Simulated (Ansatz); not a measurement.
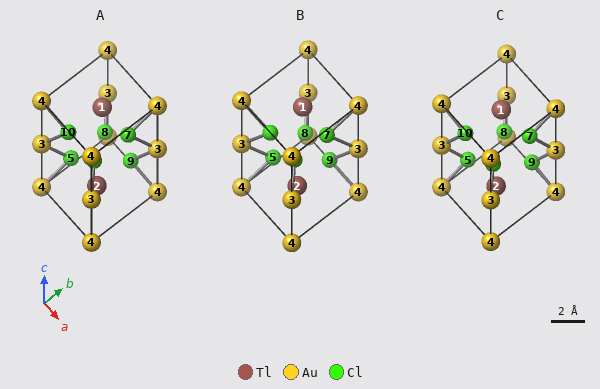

3 geometries from one relaxation of a crystal of TlAuCl₃ (built on the hexagonal perovskite (2H) type) (coarse preliminary run), in shuffled order. The picture is a ball-and-stick view of the cell of the calculation, seen from a free direction.

Case: hexagonal perovskite (2H) type (P6_3/mmc, No. 194).

These are results of DFT PBE, scalar-relativistic, plane waves, PAW (Ansatz 0.2.0), not measurements. Settings: plane-wave cutoff 420 eV; k-point mesh 3 × 3 × 4; occupations gaussian; smearing width 0.1 eV; no spin polarisation; cell and atoms relaxed; force threshold 0.04 eV/Å; at most 70 steps.

Q: Put them in the order of the run, from the start to the converged end.

A: C, A, B. They are steps 0, 1, 5, at +486 meV per atom, +47.7 meV per atom relative to the last. After 4 accepted moves (5 points after the start) the energy has fallen by 486 meV per atom. Largest force component: 5 eV/Å at the start, 0.0084 eV/Å at the end. Pressure: 18.03 GPa at the start and −0.23 GPa at the end. At 1 point the geometry stayed and the basis and grid were re-selected for the new cell (energy shift of 0.2 meV per atom at most each time). The largest moves relative to the cell, 0.32 Å, are those of Cl atoms. Tl and Au stay in place. The drawn cell changes as follows: a = b 7.006 → 7.164 Å (+2.3 %), c 5.986 → 6.213 Å (+3.8 %); the volume changes by +8.5 %. Some distances before and after: Au–Cl 2.319 → 2.640 Å. Among the angles between lasting bonds that change: Au–Cl–Au 80.4° → 72.1°, Cl–Au–Cl 82.8° → 88.9°, Cl–Au–Cl 97.2° → 91.1°. The space group stays P6_3/mmc (No. 194). The run took 59 s on 1 thread of Arm Neoverse V2, on a shared host, peak memory 0.55 GiB.

Limits of the set-up: layers or molecules are held without a dispersion correction, so their spacing is unreliable.
